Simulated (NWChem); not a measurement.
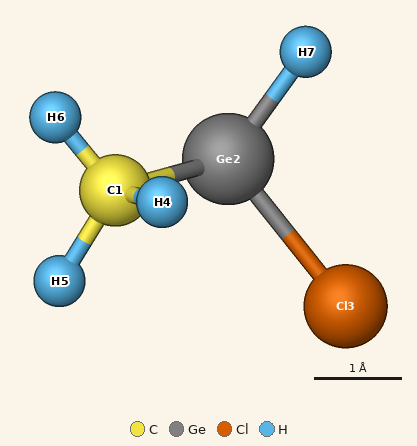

*The structure (ball-and-stick view, seen at a tilt; atoms are numbered from 1 in the order of the input). Sticks mark near contacts.*

Bond lengths as drawn: Cl–Ge 2.17 Å, C–Ge 1.96 Å, C–H 1.09 to 1.25 Å and Ge–H 1.55 Å.

# Single-point calculation, with input and output: CH₄ClGe

System: CH₄ClGe, multiplicity 2.
Method: B3LYP/def2-SVP, UKS (NWChem 7.3.0).

A bond length was changed on purpose from its optimised value.

**Input file**
```python
from ase import Atoms
from ase.calculators.nwchem import NWChem

mol = Atoms(['C', 'Ge', 'Cl', 'H', 'H', 'H', 'H'], positions=[
    [-0.596100, 0.500966, -0.325321],
    [0.842400, -0.822934, -0.246521],
    [1.154000, -1.299134, 1.846079],
    [-0.296400, 1.377066, 0.253879],
    [-1.646200, 0.021400, 0.160800],
    [-0.772900, 0.791966, -1.361621],
    [2.198400, -0.261934, -0.753521],
])

calc = NWChem(
    label='mymol',
    theory='dft',
    memory='2200 mb',
    basis='def2-SVP',
    basispar='spherical bse',
    dft={'xc': 'b3lyp', 'mult': '2', 'grid': 'xfine', 'convergence': 'energy 1e-08', 'iterations': '100', 'mulliken': None},
    task='energy',
)
mol.calc = calc

print("Total energy (eV):", round(mol.get_potential_energy(), 6))
```

**File mymol.nwi**
```
title "mymol"

permanent_dir mymol

scratch_dir mymol

start mymol

geometry units angstrom nocenter noautosym noautoz
  C  -5.9609999999999996e-01 5.0096600000000002e-01 -3.2532100000000003e-01
  Ge 8.4240000000000004e-01 -8.2293400000000005e-01 -2.4652099999999999e-01
  Cl 1.1539999999999999e+00 -1.2991340000000000e+00 1.8460790000000000e+00
  H  -2.9640000000000000e-01 1.3770659999999999e+00 2.5387900000000002e-01
  H  -1.6462000000000001e+00 2.1399999999999999e-02 1.6080000000000000e-01
  H  -7.7290000000000003e-01 7.9196599999999995e-01 -1.3616210000000000e+00
  H  2.1983999999999999e+00 -2.6193400000000000e-01 -7.5352100000000000e-01
end

memory 2200 mb

basis spherical bse noprint
   * library def2-SVP
end

dft
  xc b3lyp
  mult 2
  grid xfine
  convergence energy 1e-08
  iterations 100
  mulliken
end

task dft energy
```

Hardware: 1 thread of AMD EPYC (Zen 5), 32 GiB of memory available, shared host.

Launched with:
```bash
export ASE_NWCHEM_COMMAND="nwchem PREFIX.nwi > PREFIX.nwo"
python run.py
```

**Log**
```
Total energy (eV): -70132.875913
```

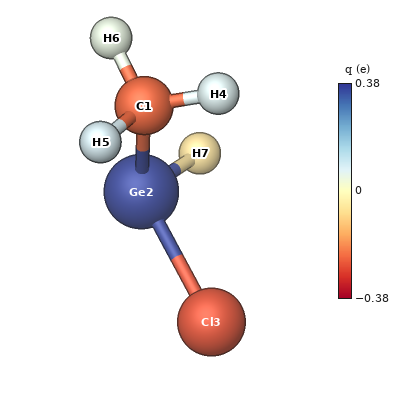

*Mulliken charges, as the colour of each atom (ball-and-stick view, seen at an oblique angle; atoms are numbered from 1 in the order of the input).*

By element: C −0.23, Ge +0.36, Cl −0.26 and H −0.07 to +0.08 e.

**Summary**

| quantity | value |
| --- | --- |
| outcome | converged |
| total energy | −2577.335673 hartree |
| basis functions | 84 |
| ⟨S²⟩ | 0.751 |
| dipole moment | 2.21 D |
| wall time | 29 s |
| peak memory | 0.13 GiB |
